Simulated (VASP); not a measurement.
# A VASP study of KNa (r2SCAN): structure first, properties next, part 2 of 3

What structure does KNa take at this level, and what are its properties? The cell is invented: it takes the structure of a Materials Project entry for K (space group 225 there), with some of its atoms replaced by other elements, volume scaled by an estimate. It may not be a known or stable phase. Left out of this account: 1 further run (relaxation: a spoilt try).

VASP 6.6.1; r2SCAN; plane waves and PAW (K_sv, Na_pv); invented cell.

Still holding for the runs below: The k-mesh is coarse for a metal.

So far. Step 2 (Relaxing cell and atoms (r2SCAN)): It ends with forces that vanish by symmetry and a pressure of -0.01 GPa. Step 3 (Second relaxation): It ends with forces that vanish by symmetry and a pressure of -0.02 GPa. The relaxed cell has a = 4.277, c = 20.774 Å (conventional setting).

## Step 4: Density, ELF and potential (r2SCAN)

The relaxed cell gets a fresh self-consistent run, on a basis set for its own volume, to fix the density and to check the remaining stress.

File INCAR:

```
SYSTEM = KNa
PREC = Accurate
ENCUT = 400
EDIFF = 1E-06
NELM = 100
ISMEAR = -1
SIGMA = 0.05
LREAL = .FALSE.
ALGO = Normal
METAGGA = R2SCAN
LASPH = .TRUE.
LORBIT = 11
LWAVE = .FALSE.
LCHARG = .TRUE.
ISIF = 2
LELF = .TRUE.
LVHAR = .TRUE.
```

File POSCAR:

```
KNa
1.0
    2.1387490378      1.2348071867      6.9246673495
   -2.1387490378      1.2348071867      6.9246673495
    0.0000000000     -2.4696143736      6.9246673495
K Na
1 1
Direct
    0.5000000000      0.5000000000      0.5000000000
    0.0000000000      0.0000000000      0.0000000000
```

File KPOINTS:

```
Automatic mesh
0
Gamma
5 5 5
0 0 0
```

PAW data sets: K_sv and Na_pv (PBE family, release 64).

Command:

```
$ mpirun -np 1 vasp_std
```

Output:

```text
[... set-up lines as in an earlier step ...]
 entering main loop
       N       E                     dE             d eps       ncg     rms          rms(c)
DAV:   1     0.770217465245E+02    0.77022E+02   -0.71684E+03   504   0.950E+02
DAV:   2    -0.575792594710E+01   -0.82780E+02   -0.80274E+02   468   0.275E+02
DAV:   3    -0.118734840812E+02   -0.61156E+01   -0.60624E+01   808   0.666E+01
DAV:   4    -0.123671032494E+02   -0.49362E+00   -0.49213E+00   656   0.107E+01
DAV:   5    -0.123811485514E+02   -0.14045E-01   -0.14027E-01   716   0.165E+00    0.234E+00
DAV:   6    -0.949314390520E+01    0.28880E+01   -0.16531E+00   532   0.109E+01    0.990E-01
DAV:   7    -0.949772526711E+01   -0.45814E-02   -0.73512E-02   552   0.256E+00    0.702E-01
DAV:   8    -0.949988401546E+01   -0.21587E-02   -0.23294E-02   532   0.176E+00    0.968E-02
DAV:   9    -0.949998818228E+01   -0.10417E-03   -0.27522E-03   640   0.440E-01    0.598E-02
DAV:  10    -0.949984000455E+01    0.14818E-03   -0.38269E-04   596   0.232E-01    0.234E-02
DAV:  11    -0.949979680918E+01    0.43195E-04   -0.23128E-05   652   0.318E-02    0.924E-03
DAV:  12    -0.949973895291E+01    0.57856E-04   -0.79428E-06   504   0.280E-02    0.335E-03
DAV:  13    -0.949975149064E+01   -0.12538E-04   -0.51080E-07   428   0.597E-03    0.735E-04
DAV:  14    -0.949974930970E+01    0.21809E-05   -0.83667E-08   280   0.355E-03    0.331E-04
DAV:  15    -0.949974886048E+01    0.44923E-06   -0.23463E-08   264   0.158E-03
   1 F= -.94997489E+01 E0= -.94964089E+01  d E =-.668001E-02
```

Wall time 1.7 min (1 MPI rank of Intel Xeon 6975P-C (Granite Rapids), shared host); peak memory 0.34 GiB.

From OUTCAR (step 4):

```text
  LATTYP: Found a trigonal (rhomboedric) cell.
 ALAT       =     7.3518714717
 COS(alpha) =     0.8307401943

The static configuration has the point symmetry D_3d.

 Found     19 irreducible k-points:

   ENCUT  =  400.0 eV  29.40 Ry    5.42 a.u.  11.99 11.99 11.99*2*pi/ulx,y,z

   NELECT =      16.0000    total number of electrons

 E-fermi :   0.1142

 k-point     1 :       0.0000    0.0000    0.0000
  band No.  band energies     occupation
    ...
      4     -26.2024      2.00000
      5     -16.2026      2.00000
      6     -16.1845      2.00000
      7     -16.1845      2.00000
      8      -2.6748      2.00000
      9       0.6312      0.00006
     10       0.7680      0.00000
     11       5.0862      0.00000
     12       5.0862      0.00000

 k-point     2 :       0.2000   -0.0000   -0.0000
  band No.  band energies     occupation
    ...
      4     -26.2030      2.00000
      5     -16.2304      2.00000
      6     -16.1954      2.00000
      7     -16.1949      2.00000
      8      -2.1485      2.00000
      9       0.6997      0.00002
     10       1.5443      0.00000
     11       3.8408      0.00000
     12       5.1224      0.00000

  Total       -0.0194164     -0.0194164     -0.0194696      0.0000000      0.0000000     -0.0000000
  in kB       -0.2835107     -0.2835106     -0.2842875      0.0000000      0.0000000     -0.0000000
  external PRESSURE =      -0.2837696 kB  Pullay stress =       0.0000000 kB

  energy-cutoff  :      400.00
  volume of cell :      109.73
      direct lattice vectors                 reciprocal lattice vectors
     2.138749038  1.234807187  6.924667349     0.233781520  0.134973839  0.048137090
    -2.138749038  1.234807187  6.924667349    -0.233781520  0.134973839  0.048137090
     0.000000000 -2.469614374  6.924667349     0.000000000 -0.269947678  0.048137090

 POSITION                                       TOTAL-FORCE (eV/Angst)
 -----------------------------------------------------------------------------------
      0.00000     -0.00000     10.38700         0.000000     -0.000000     -0.000000
      0.00000      0.00000      0.00000         0.000000      0.000000      0.000000
 -----------------------------------------------------------------------------------
    total drift:                                0.000000      0.000000     -0.000000

  FREE ENERGIE OF THE ION-ELECTRON SYSTEM (eV)
  ---------------------------------------------------
  free  energy   TOTEN  =        -9.4997488605 eV

  energy  without entropy=       -9.4930688518  energy(sigma->0) =       -9.49640886

[... 5 parts as in an earlier step ...]

[... 6 further parts left out ...]
```

This step gave:

| Quantity | Value |
| --- | --- |
| SCF cycles | 15 |
| pressure | -0.02838 GPa |

Valence electrons inside each PAW sphere by angular momentum. Sphere charges, by row:

```
atom  s (e)  p (e)  d (e)  tot (e)
  K1  1.981   5.66  0.008    7.649
 Na2  0.078  5.962      0     6.04
```

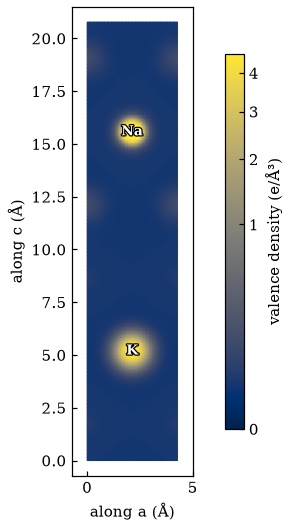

Valence density in the ac plane of the conventional cell at fractional y = 0.000, with atoms of K and Na within 0.2 Å of it. It is the smooth field of the valence electrons, not physical close to the nuclei. The map starts off the cell's origin, so that atoms lie inside it. The colour scale is stretched toward low values.

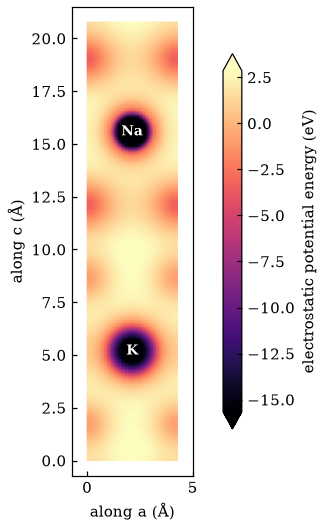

Electrostatic potential energy in the ac plane of the conventional cell at fractional y = 0.000, with atoms of K and Na within 0.2 Å of it. With pseudopotentials it is smooth inside the atoms' cores, unlike the true potential. The map starts off the cell's origin, so that atoms lie inside it.

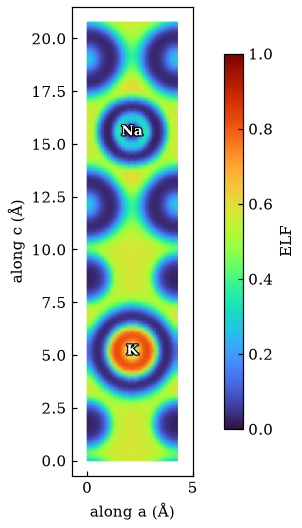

ELF in the ac plane of the conventional cell at fractional y = 0.000, with atoms of K and Na within 0.2 Å of it. It is the smooth field of the valence electrons, not physical close to the nuclei. The map starts off the cell's origin, so that atoms lie inside it.

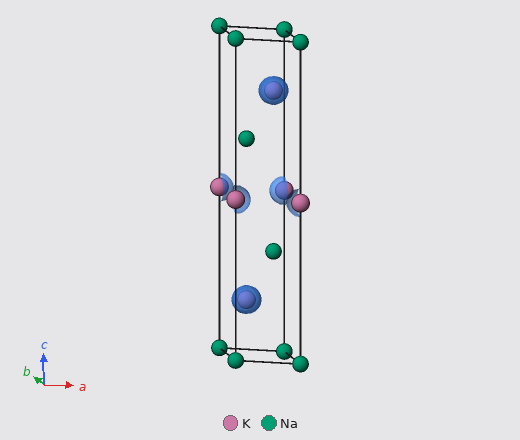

Surface of ELF = 0.75.

In this run the pressure is -0.03 GPa, small enough to go on.

## Step 5: Band structure (r2SCAN)

The mesh alone shows little of the dispersion and can miss band extrema, so KPOINTS_OPT adds a path through the symmetry points after the self-consistent cycle.

Changes to INCAR since step 4:

```diff
@@ -13,5 +13,2 @@
 LWAVE = .FALSE.
-LCHARG = .TRUE.
-ISIF = 2
-LELF = .TRUE.
-LVHAR = .TRUE.
+LCHARG = .FALSE.
```

POSCAR is that of step 4.

KPOINTS is that of step 4.

File KPOINTS_OPT:

```
Line mode
16
Line-mode
Reciprocal
  0.00000000   0.00000000   0.00000000 GAMMA
  0.50000000   0.00000000   0.00000000 L

  0.50000000   0.00000000   0.00000000 L
  0.50000000   0.18786537  -0.18786537 B1

  0.81213463   0.50000000   0.18786537 B
  0.50000000   0.50000000   0.50000000 Z

  0.50000000   0.50000000   0.50000000 Z
  0.00000000   0.00000000   0.00000000 GAMMA

  0.00000000   0.00000000   0.00000000 GAMMA
  0.34393268   0.00000000  -0.34393268 X

  0.65606732   0.34393268   0.00000000 Q
  0.50000000   0.50000000   0.00000000 F

  0.50000000   0.50000000   0.00000000 F
  0.65606732   0.65606732   0.18786537 P1

  0.65606732   0.65606732   0.18786537 P1
  0.50000000   0.50000000   0.50000000 Z

  0.50000000   0.00000000   0.00000000 L
  0.81213463   0.34393268   0.34393268 P
```

Command:

```
$ mpirun -np 1 vasp_std
```

Output:

```text
[... set-up lines as in an earlier step ...]
 entering main loop
       N       E                     dE             d eps       ncg     rms          rms(c)
[... 15 cycles as in an earlier step ...]
   1 F= -.94997489E+01 E0= -.94964089E+01  d E =-.668001E-02
 Start KPOINTS_OPT (optional k-point list driver)
k-point batch [1-19\144]
       N       E                     dE             ncg
DAV:   1    -0.424081079034E+04   -0.85368E+04      496
DAV:   2    -0.603115856323E+04   -0.17903E+04      512
DAV:   3    -0.615240056151E+04   -0.12124E+03      800
DAV:   4    -0.615954860725E+04   -0.71480E+01      664
DAV:   5    -0.615967450222E+04   -0.12589E+00      688
DAV:   6    -0.615967936432E+04   -0.48621E-02      636
DAV:   7    -0.615967953742E+04   -0.17310E-03      752
DAV:   8    -0.615967954323E+04   -0.58084E-05      496
DAV:   9    -0.615967954425E+04   -0.10224E-05      376
DAV:  10    -0.615967954427E+04   -0.20096E-07      312
[...]
k-point batch [134-144\144]
       N       E                     dE             ncg
DAV:   1    -0.431141377192E+02   -0.70346E+04      280
DAV:   2    -0.105205571627E+04   -0.10089E+04      272
DAV:   3    -0.112005272003E+04   -0.67997E+02      468
DAV:   4    -0.112335167745E+04   -0.32990E+01      348
DAV:   5    -0.112346458799E+04   -0.11291E+00      436
DAV:   6    -0.112346614792E+04   -0.15599E-02      348
DAV:   7    -0.112346618909E+04   -0.41173E-04      412
DAV:   8    -0.112346618964E+04   -0.54124E-06      236
```

Run time: 5.9 min. Hardware: 1 MPI rank; peak memory 0.34 GiB.

Parts of OUTCAR (step 5):

```text
   NELECT =      16.0000    total number of electrons

 E-fermi :   0.1142

[... 20 parts as in an earlier step ...]

[... 2 further parts left out ...]
```

The electronic bands at the labelled points (eV, zero at the Fermi level; # counts the bands kept):

```
    point     #1     #2    #3
        Γ  -2.79   0.52  0.65
        L   0.17   0.35  1.61
       B1   1.14   1.24  1.25
jump to B   1.14   1.24  1.25
        Z  -2.00  -1.75  3.20
        Γ  -2.79   0.52  0.65
        X   1.13   1.17  1.34
jump to Q   1.13   1.17  1.34
        F   0.44   0.50  1.43
       P1   0.37   0.61  0.84
        Z  -2.00  -1.75  3.20
jump to L   0.17   0.35  1.61
        P   0.37   0.61  0.84
```

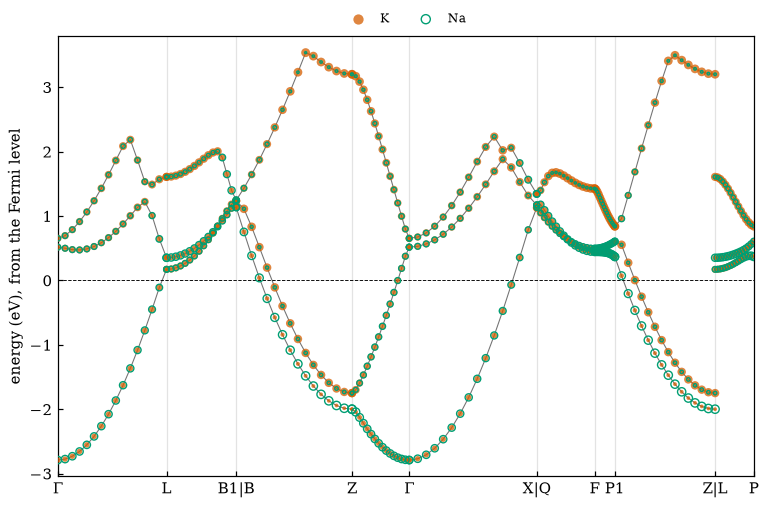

Electronic bands along the path; dots are coloured as in the legend, and their area grows with the weight.

There is no gap at this level.

Of the bands kept, 2 cross the Fermi level on this path.

## Step 6: Total and projected DOS (r2SCAN)

A density of states needs more k-points than a total energy; ISMEAR = -5 takes tetrahedra, and LORBIT projects the states on the PAW spheres. The mesh is finer than in the run before.

Changes to INCAR since step 5:

```diff
@@ -5,3 +5,3 @@
 NELM = 100
-ISMEAR = -1
+ISMEAR = -5
 SIGMA = 0.05
@@ -14 +14,2 @@
 LCHARG = .FALSE.
+NEDOS = 2001
```

POSCAR is that of step 5.

File KPOINTS:

```
Automatic mesh
0
Gamma
8 8 8
0 0 0
```

Command:

```
$ mpirun -np 1 vasp_std
```

Output:

```text
[... set-up lines as in an earlier step ...]
 entering main loop
       N       E                     dE             d eps       ncg     rms          rms(c)
DAV:   1     0.849867754976E+02    0.84987E+02   -0.71660E+03  1680   0.946E+02
DAV:   2    -0.534772421189E+01   -0.90334E+02   -0.87552E+02  1608   0.284E+02
DAV:   3    -0.118932696819E+02   -0.65455E+01   -0.64102E+01  2744   0.697E+01
DAV:   4    -0.123248669698E+02   -0.43160E+00   -0.42866E+00  2220   0.104E+01
DAV:   5    -0.123395264813E+02   -0.14660E-01   -0.14783E-01  2536   0.163E+00    0.235E+00
DAV:   6    -0.944855729843E+01    0.28910E+01   -0.16799E+00  1760   0.110E+01    0.962E-01
DAV:   7    -0.945201341344E+01   -0.34561E-02   -0.71585E-02  1908   0.253E+00    0.711E-01
DAV:   8    -0.945498404938E+01   -0.29706E-02   -0.26031E-02  1824   0.184E+00    0.126E-01
DAV:   9    -0.945489366856E+01    0.90381E-04   -0.31566E-03  2168   0.480E-01    0.760E-02
DAV:  10    -0.945472162548E+01    0.17204E-03   -0.49168E-04  1780   0.260E-01    0.277E-02
DAV:  11    -0.945469240081E+01    0.29225E-04   -0.29974E-05  2156   0.397E-02    0.114E-02
DAV:  12    -0.945459769979E+01    0.94701E-04   -0.15138E-05  1748   0.365E-02    0.400E-03
DAV:  13    -0.945461252885E+01   -0.14829E-04   -0.16316E-06  1964   0.724E-03    0.889E-04
DAV:  14    -0.945461125154E+01    0.12773E-05   -0.88523E-08  1004   0.326E-03    0.460E-04
DAV:  15    -0.945461100081E+01    0.25073E-06   -0.18280E-08   932   0.148E-03
   1 F= -.94546110E+01 E0= -.94546110E+01  d E =0.000000E+00
 -----------------------------------------------------------------------------
|                                                                             |
|           W    W    AA    RRRRR   N    N  II  N    N   GGGG   !!!           |
|           W    W   A  A   R    R  NN   N  II  NN   N  G    G  !!!           |
|           W    W  A    A  R    R  N N  N  II  N N  N  G       !!!           |
|           W WW W  AAAAAA  RRRRR   N  N N  II  N  N N  G  GGG   !            |
|           WW  WW  A    A  R   R   N   NN  II  N   NN  G    G                |
|           W    W  A    A  R    R  N    N  II  N    N   GGGG   !!!           |
|                                                                             |
|     Tetrahedron method does not include variations of the Fermi             |
|     occupations, so forces and stress will be inaccurate. We suggest        |
|     using a different smearing scheme ISMEAR = 1 or 2 for metals in         |
|     relaxations.                                                            |
|                                                                             |
 -----------------------------------------------------------------------------
```

Run time: 3.9 min. Hardware: 1 MPI rank; peak memory 0.37 GiB.

From OUTCAR (step 6):

```text
   k-points           NKPTS =     65   k-points in BZ     NKDIM =     65   number of bands    NBANDS=     12

   NELECT =      16.0000    total number of electrons

 E-fermi :   0.0748

 k-point     1 :       0.0000    0.0000    0.0000
  band No.  band energies     occupation
    ...
      4     -26.2049      2.00000
      5     -16.2021      2.00000
      6     -16.1832      2.00000
      7     -16.1832      2.00000
      8      -2.6759      2.00000
      9       0.6309     -0.01693
     10       0.7679      0.00000
     11       5.0879      0.00000
     12       5.0879      0.00000

  Total        0.0809936      0.0809936     -0.1592659      0.0000000      0.0000000      0.0000000
  in kB        1.1826389      1.1826386     -2.3255425      0.0000000      0.0000000      0.0000000
  external PRESSURE =       0.0132450 kB  Pullay stress =       0.0000000 kB

 POSITION                                       TOTAL-FORCE (eV/Angst)
 -----------------------------------------------------------------------------------
      0.00000     -0.00000     10.38700         0.000000      0.000000     -0.000000
      0.00000      0.00000      0.00000        -0.000000     -0.000000      0.000000
 -----------------------------------------------------------------------------------
    total drift:                                0.000000      0.000000     -0.000000

  FREE ENERGIE OF THE ION-ELECTRON SYSTEM (eV)
  ---------------------------------------------------
  free  energy   TOTEN  =        -9.4546110008 eV

  energy  without entropy=       -9.4546110008  energy(sigma->0) =       -9.45461100

[... 6 parts as in an earlier step ...]

[... 10 further parts left out ...]
```

With tetrahedra the forces and stress of a metal are not exact derivatives of the energy.

Numbers from this step:

| Property | Result |
| --- | --- |
| irreducible k-points | 65 |
| free energy (TOTEN) | -9.455 eV |
| Fermi energy | 0.0748 eV |
| pressure | 0.001324 GPa |
| DOS at the Fermi level | 1.494 states/eV/cell |

The density of states has structure finer than the step of the table below, so its rows give means over 1 eV, whole bins alone (the curve runs from -12 to 2.59 eV). Peaks (eV: height): total 0.1: 1.52, 1.0: 2.14, 2.1: 2.23; K d 2.1: 0.146.

States under -12.0 eV and over 2.6 eV are left out. The density of states by energy, zero at the Fermi level; means over each step; values in states/eV/cell:

```
energy (eV)   total      K d
         -4       0        0
         -3  0.0343        0
         -2   0.507   4.4e-4
         -1   0.852  0.00356
          0    1.26   0.0140
          1    1.59   0.0484
          2    1.88    0.127
```

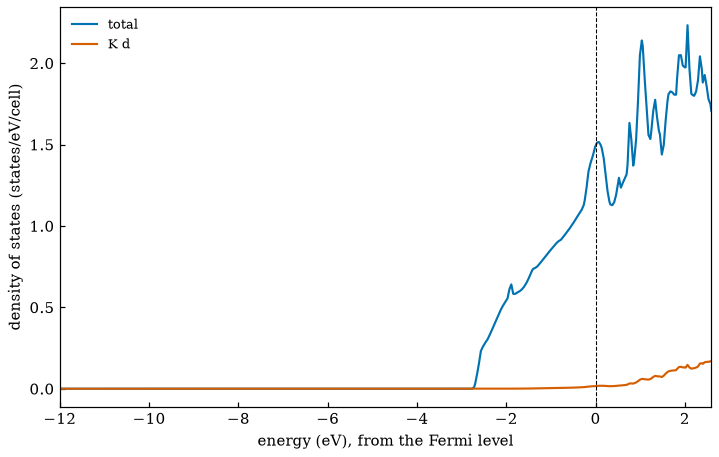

Density of states against energy.

The finer mesh and the other smearing move the Fermi level by -0.04 eV from the 5×5×5 run, a small shift, which tests the Fermi level alone.

(Part 2 of 3 ends here.)

[Lines on the potential files, build, host, timing and source positions are cut from VASP's logs without a mark.]

[Logs are printed without paths, hosts, clocks, repeated set-up lines and the standing remarks that a program may print on its own settings, such as how far it seeks lower states.]

[Hosts, paths, dates, database ids (printed as entryN), source tags and the programs' standing remarks are cut or masked in the printed files.]

[A measured line is paired with the nearest computed mode of its activity, which favours agreement.]
